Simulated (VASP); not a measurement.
Band structure of SnS$_{2}$ (1T layered). Calculation: modified Becke-Johnson potential (mBJ), VASP's PBE PAW potentials (set 64) (plane waves; VASP).

mBJ is a potential without an energy functional, so only the levels count. Without a dispersion term in the relaxation, distances and binding between the weakly bound layers, chains or molecules are unreliable, and so is what depends on them. Unless said otherwise, spin-orbit coupling is left out, though it shifts the bands of the heavy elements here.

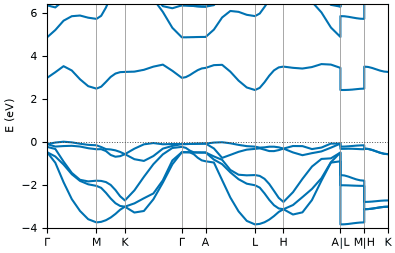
Fig. 1. Bands along high-symmetry lines, zero at the valence-band maximum or, without a gap, the Fermi level

Read the plot: is there a gap, and where are the band edges?

The gap is indirect, 2.40 eV, from the valence maximum at (0.17, 0.00, 0.25) to the conduction minimum at L.

Measured: gap 2.18 eV (computed value off by +0.22 eV), as given by Joseph M. Gonzalez et al., Physical Review B (2016), arXiv:1609.04381.

The compound is SnS2 in the 1T layered structure. It was relaxed first, which changed the volume by +16 %. The cell's shape comes from a PBE relaxation.
